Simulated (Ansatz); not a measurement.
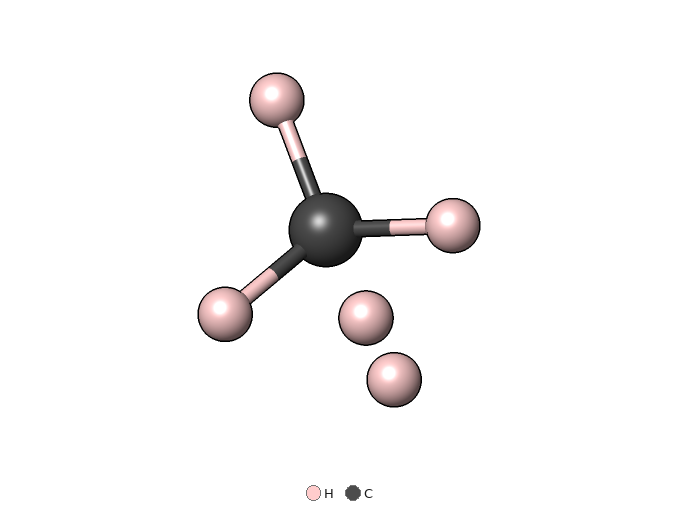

State: neutral, doublet. Sticks follow a distance rule. Harmonic vibrations computed with UKS PBE0-D4/def2-SVP (Ansatz 0.2.0) at a stationary point of the same level.

### Is this a minimum or a saddle point?

A first-order saddle point: one imaginary frequency, 1587i cm⁻¹.

### List the wavenumbers.

12 modes: 1587i, 576, 576, 1076, 1215, 1215, 1405, 1405, 1429, 3093, 3263, 3263 cm⁻¹.
